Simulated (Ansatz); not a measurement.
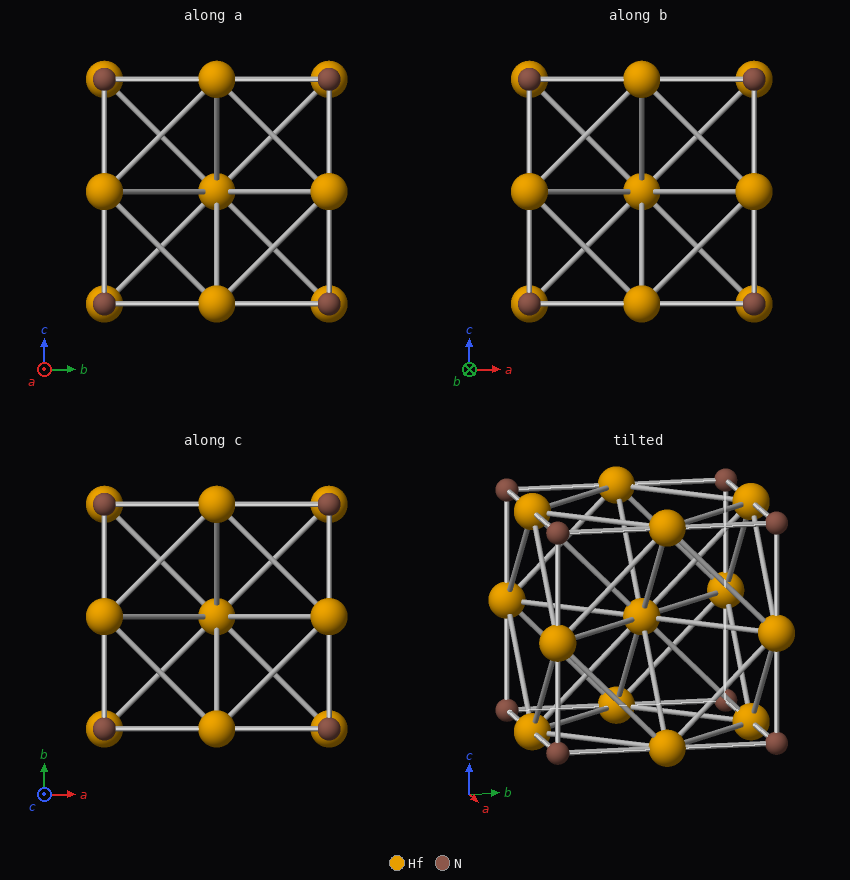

Shown here is a ball-and-stick view of the crystal, taken along the a axis, along the b axis, along the c axis and slightly off an axis. The conventional unit cell is drawn as a box.

Lattice parameters: a = 4.5123 Å, b = 4.5123 Å, c = 4.5123 Å, α = 90.000°, β = 90.000°, γ = 90.000°.

> Reconstruct the structure as a CIF with its space group and independent sites.

```cif
data_structure
_symmetry_space_group_name_H-M 'P m -3 m'
_symmetry_Int_Tables_number 221
_cell_length_a 4.5123
_cell_length_b 4.5123
_cell_length_c 4.5123
_cell_angle_alpha 90.000
_cell_angle_beta 90.000
_cell_angle_gamma 90.000
_cell_volume 91.87
loop_
_atom_site_label
_atom_site_type_symbol
_atom_site_symmetry_multiplicity
_atom_site_Wyckoff_symbol
_atom_site_fract_x
_atom_site_fract_y
_atom_site_fract_z
_atom_site_occupancy
Hf1 Hf 3 d 0.5000 0.0000 0.0000 1
Hf2 Hf 1 b 0.5000 0.5000 0.5000 1
N1 N 1 a 0.0000 0.0000 0.0000 1
```

It goes back to a random cell made by a generator, so it need not be a real form of the compound. Earlier steps of the study may have refined or changed the cell and positions. Ansatz was used for an electronic-structure calculation on it.
